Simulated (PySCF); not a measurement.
Molecule: SMILES Fc1ccccc1[Si](F)(F)F (C6H4F4Si). Atoms near the plane z = 0.8 Å, at the GFN2-xTB optimised geometry (x, y, z in Å): F1 (-1.7, -1.6, 0.0), C2 (-1.0, -0.4, 0.0), C3 (-1.8, 0.7, 0.0), C4 (-1.1, 2.0, 0.0), C5 (0.2, 2.0, 0.0), C6 (1.0, 0.8, 0.0), C7 (0.3, -0.4, 0.0), Si8 (1.3, -2.0, 0.0), F9 (2.9, -1.7, 0.0), F10 (1.1, -2.9, 1.3), H12 (-2.9, 0.7, 0.0), H13 (-1.7, 2.9, 0.0), H14 (0.8, 3.0, 0.0), H15 (2.1, 0.9, 0.0).

Method: PySCF 2.14.0 with PBE/def2-TZVP. The values are rescaled to run from 0 to 1.

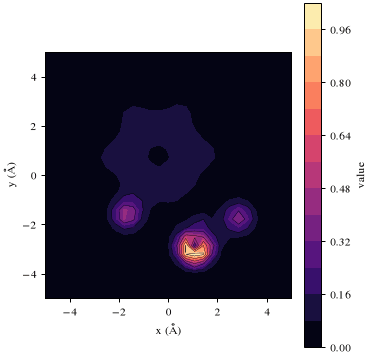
Figure: a field on the plane z = 0.8 Å.

Which quantity is mapped?
(A) log10 of the electron density
(B) an orbital amplitude
(C) Laplacian of the electron density
(D) electron localisation function

C, Laplacian of the electron density. In full: Laplacian of the electron density (e/bohr⁵).
